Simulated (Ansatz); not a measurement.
Here is a crystal structure:

```cif
data_structure
_symmetry_space_group_name_H-M 'P -3 m 1'
_symmetry_Int_Tables_number 164
_cell_length_a 3.4341
_cell_length_b 3.4341
_cell_length_c 10.2312
_cell_angle_alpha 90.000
_cell_angle_beta 90.000
_cell_angle_gamma 120.000
_cell_volume 104.49
loop_
_atom_site_label
_atom_site_type_symbol
_atom_site_symmetry_multiplicity
_atom_site_Wyckoff_symbol
_atom_site_fract_x
_atom_site_fract_y
_atom_site_fract_z
_atom_site_occupancy
Na1 Na 2 d 0.33333 0.66667 0.19933 1
P1 P 1 a 0.00000 0.00000 0.00000 1
P2 P 2 d 0.33333 0.66667 0.55434 1
```

> Summarise the structure in words.

The material is Na₂P₃. Symmetry: P-3m1 (No. 164), primitive hexagonal lattice. There are 5 atoms in the cell: 2 Na, 3 P. Na is coordinated by six P at 2.84 to 3.21 Å. P takes two kinds of site: 1a with six Na at 2.84 Å; 2d with three Na and three P in a distorted trigonal prismatic arrangement (3.21 Å to Na, 2.27 Å to P). With all bonds counted the structure is a three-dimensional framework. Leaving out the bonds to Na, what remains is P layers parallel to (001).

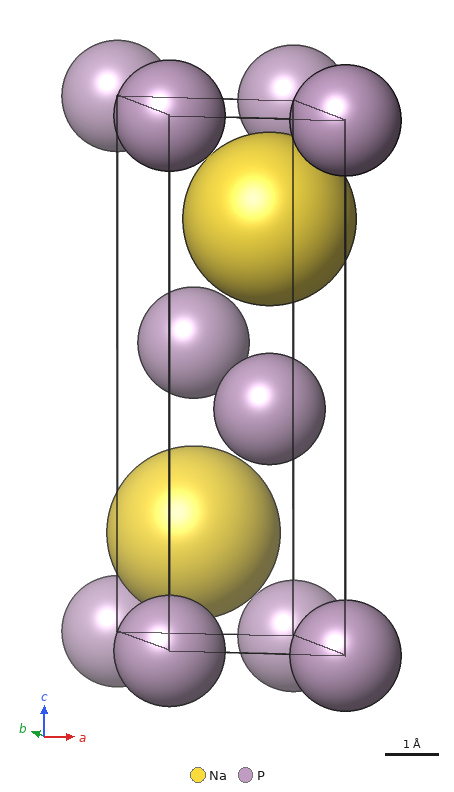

Shown here is a space-filling view of the crystal, taken slightly off an axis. The wireframe shows the conventional unit cell.

The cell started as a textbook structure type filled with these elements (whether it is the usual form wasn't checked). Earlier steps of the study may have refined or changed the cell and positions. It was the input of a calculation with Ansatz.
